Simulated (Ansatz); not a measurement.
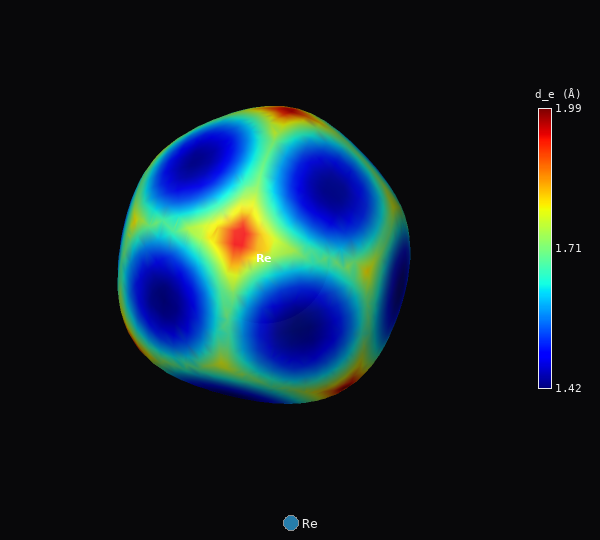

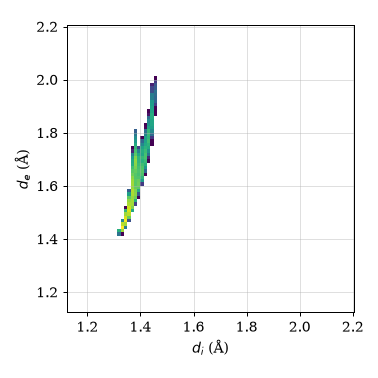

Hirshfeld surface computed for one Re atom in Re in space group P6_3/mmc, coloured by d_e. The second picture is its fingerprint plot, coloured by area on a logarithmic scale (dark little, yellow much).

The surface is where the fragment's share of the procrystal density (the sum of the densities of spherically averaged neutral Hartree-Fock atoms) equals one half. d_i and d_e are the distances from the surface to the nearest nucleus inside and outside. From Rb on the atoms have core potentials, so only their outer electrons count.

Origin of the cell: the input geometry of an electronic-structure calculation (not necessarily at equilibrium).

```
Re
1.0
     2.76534    0.00000    0.00000
    -1.38267    2.39485    0.00000
     0.00000    0.00000    4.47358
Re
2
Direct
  0.33333 0.66667 0.25000
  0.66667 0.33333 0.75000
```

What is the shortest distance from the fragment to an atom outside it?

Answer. Re–Re, 2.75 Å.

How is the surface shared among contacts (nearest atom inside ··· nearest atom outside)?

Answer. Re···Re 100 %. The surface faces 12 neighbours with more than 2 % of its area each: 12 Re.

Give the size and shape of the surface.

Answer. It encloses about 11.0 Å³, has an area of about 24 Å² and a globularity of 1.00 (1 for a sphere).

Where does the fingerprint reach closest to the origin?

Answer. The smallest d_i + d_e is about 2.7 Å, which belongs to the shortest contact, Re···Re at 2.75 Å; d_e runs from 1.42 to 1.99 Å.
